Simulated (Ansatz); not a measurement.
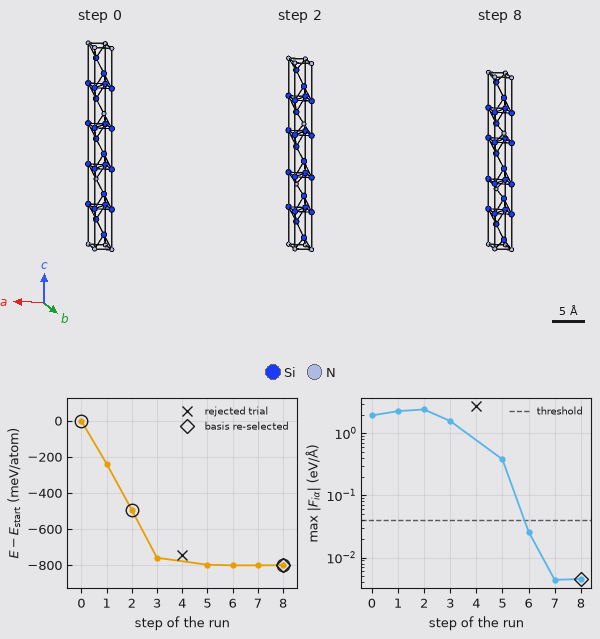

Frames of a relaxation of solid Si4N (a generated structure, set up in R-3m) (coarse preliminary run), marked on the history of the run. A ball-and-stick model of the conventional cell (3 times the calculation's cell), seen from a free direction. Lengths and directions refer to the drawn axes.

The calculation used Ansatz, DFT PBE, scalar-relativistic, plane waves, PAW. Settings: plane-wave cutoff 420 eV; k-point mesh 6 × 6 × 6; occupations gaussian; smearing width 0.1 eV; collinear spin; cell and atoms relaxed; force threshold 0.04 eV/Å; at most 70 steps.

> Describe the path.

The largest moves relative to the cell, 0.55 Å, are those of Si atoms. N stays in place. The drawn cell changes as follows: a = b 2.768 → 2.739 Å (−1.1 %), c 33.696 → 28.767 Å (−14.6 %); the volume changes by −16.4 %. Among the contacts that change: N–Si 2.728 → 2.072 Å, Si–Si 2.768 → 2.739 Å, Si–Si 2.791 → 2.820 Å, Si–Si 2.746 → 2.741 Å. The space group stays R-3m (No. 166). After 6 accepted moves (8 points after the start) the energy has fallen by 800 meV per atom. The largest force component goes from 1.9 to 0.0045 eV/Å. Pressure: −10.44 GPa at the start and −0.19 GPa at the end. The line search rejected the trial step at point 4 of the run. The SCF was repeated once at an unchanged geometry on a basis and grid sized afresh for the cell, which shifted the energy by 0.7 meV per atom at most. The program noted that the starting moments weren't kept. The run may lie on a higher electronic state than the lowest, so the end point isn't shown to be the ground-state structure. The run took 2.7 min on 1 thread of Intel(R) Xeon(R) Processor @ 2.70GHz, on a shared host, peak memory 0.49 GiB. From step 0 to 2: Si atoms move most (0.36 Å), volume −11.5 %, energy −493 meV per atom. From step 2 to 8: Si atoms move most (0.21 Å), volume −5.5 %, energy −307 meV per atom.
